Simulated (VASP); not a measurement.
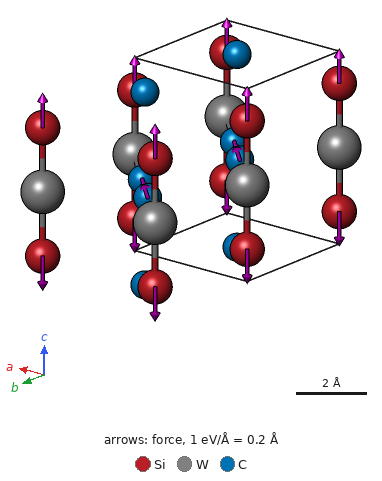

Starting geometry of crystalline Si$_{2}$WC$_{3}$ (a generated structure, set up in Cmmm) with the computed forces as purple arrows. Style: ball-and-stick. Shown: the cell of the calculation, repeated 1 × 2 × 1 with one cell outlined, from a free direction.

The run lets cell and atoms move.

Computed with Kohn-Sham DFT of a periodic cell, PBE, VASP PAW PBE potentials, recommended (VASP).

Input file:
```
SYSTEM = Si2WC3
PREC = Normal
ENCUT = 520
EDIFF = 1E-4
ISMEAR = 0
SIGMA = 0.15
LREAL = .False.
LASPH = .True.
NELM = 60
ALGO = Fast
ISIF = 3
LWAVE = .False.
LCHARG = .False.
GGA = PE
IBRION = 2
NSW = 24
EDIFFG = -0.08
```

Run as
```bash
cat potpaw_PBE.64/Si/POTCAR potpaw_PBE.64/W_sv/POTCAR potpaw_PBE.64/C/POTCAR > POTCAR
mpirun -np 1 vasp_std > vasp.out
```

Is this structure relaxed? If not, where do the atoms go?

It isn't relaxed: the largest force vector, on Si atoms, is 5.36 eV/Å. The atoms end up moving mostly along the starting forces (cosine between the two patterns 0.99). Over 21 geometry steps the energy falls by 1958 meV per atom. The largest force component goes from 5.4 to 0.068 eV/Å. The pressure goes from 10.89 to 0.24 GPa. The largest moves relative to the cell, 0.10 Å, are those of Si atoms. Largest moves by element: Si 0.10 Å, C 0.07 Å. W stays in place. The volume changes by −20.6 %, with a = b 4.185 → 3.435 Å (−17.9 %), c 5.877 → 7.230 Å (+23.0 %), γ 90.2° → 106.6°. Among the contacts that change: C–W 3.056 → 2.156 Å, C–Si 3.113 → 2.331 Å, Si–W 1.957 → 2.511 Å, C–C 1.566 → 1.317 Å. New bonds form, among them: C–W (3.06 → 2.16 Å). The space group stays Cmmm (No. 65). At step 1 the optimiser overshot: the energy rose above the start, and later steps came back. The volume changes by over a tenth within one run on a fixed set of plane waves, so the end point should be relaxed again from the new cell. It ran on 1 thread of Intel(R) Xeon(R) 6975P-C (Granite Rapids), on a shared host.
